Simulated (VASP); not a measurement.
Band structure of LiCl (rock salt). Calculation: LDA (Ceperley-Alder, Perdew-Zunger), VASP's LDA PAW potentials (set 64) (plane waves; VASP 6.6.1).

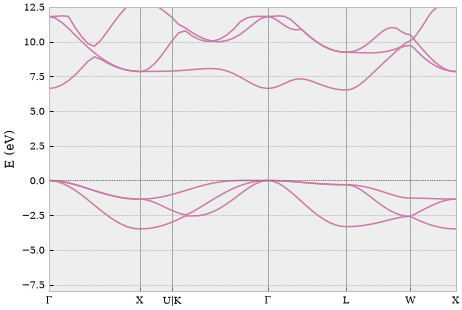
Figure. Bands along high-symmetry lines, zero at the valence-band maximum or, without a gap, the Fermi level

Read the plot: is there a gap, and where are the band edges?

The gap is indirect, 6.51 eV, from the valence maximum at K-Γ at 0.79 to the conduction minimum at L. (Edges off the drawn lines would not show.)

Measured: gap 9.40 eV (computed value off by -2.89 eV), as given by Wei Chen et al., Physical Review Materials (2018), doi:10.1103/physrevmaterials.2.073803.

The compound is LiCl in the rock salt structure. It was relaxed first, which changed the volume by -10 %.
